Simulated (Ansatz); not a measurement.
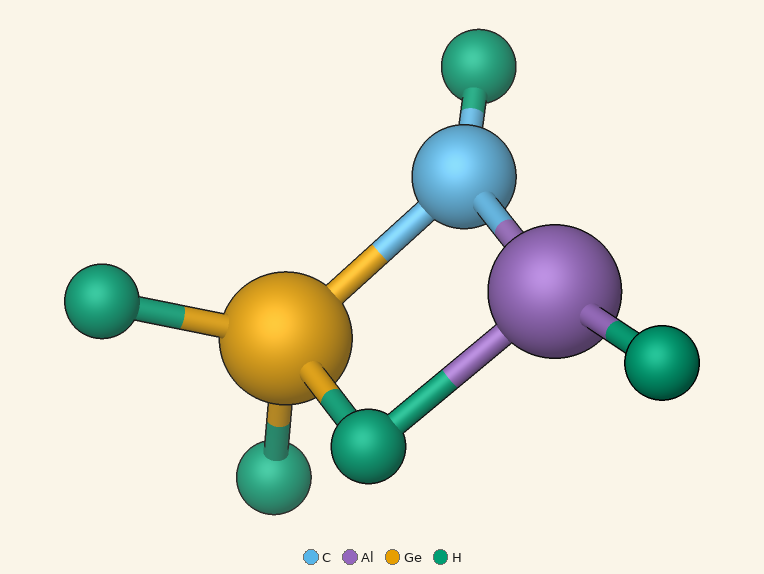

Computed geometry: PBE-D4/def2-SVP optimisation. No frequency run is at hand to confirm it as a minimum. Method: RKS PBE-D4/def2-SVP (Ansatz 0.2.0).

Predict the main results.

The species is CH₅AlGe.
- dipole moment: 0.69 D
- dispersion correction: −14.9 kJ/mol
